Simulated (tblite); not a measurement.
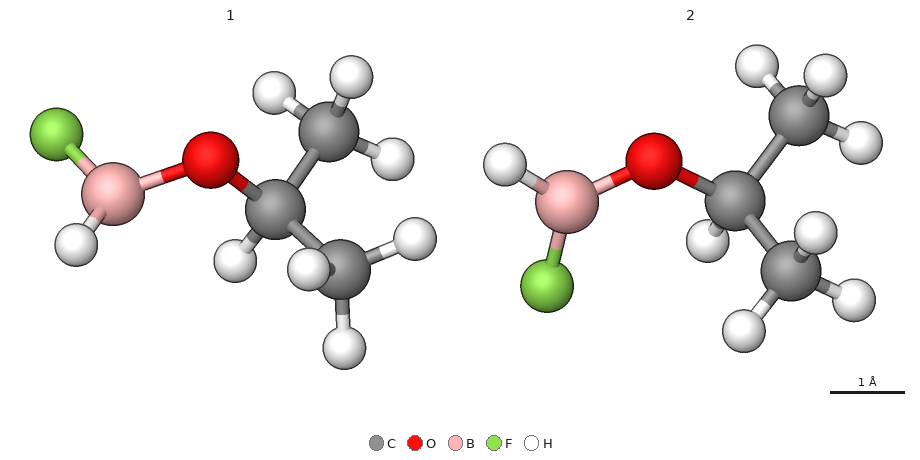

Two geometries of C3H8BFO, drawn at one scale. One is the start of a relaxation, the other its converged end. A ball-and-stick model, seen from a free direction.

Computed with GFN2-xTB geometry optimisation, gas phase in tblite. 

Q: Which of the two is the end point?

A: Structure 2 is the relaxed one. The largest move after the best rigid fit is that of the F atom, 2.16 Å. Largest moves by element: F 2.16 Å, H 1.18 Å, O 0.34 Å, C 0.31 Å, B 0.20 Å. Among the contacts that change: B–O 1.450 → 1.315 Å, B–F 1.442 → 1.339 Å, C–H 1.123 → 1.087 Å, B–H 1.201 → 1.169 Å. Among the angles between lasting bonds that change: C–O–B 107.0° → 124.9°, O–B–H 114.8° → 120.2°, C–C–H 105.0° → 109.8°. Groups turn about B–O by about 85°, C–C by about 70°, C–O by about 30°. Over 132 geometry steps the energy falls by 39.1 kcal/mol. Cost: 0.94 s on 1 thread of Arm Neoverse N1 (shared host).
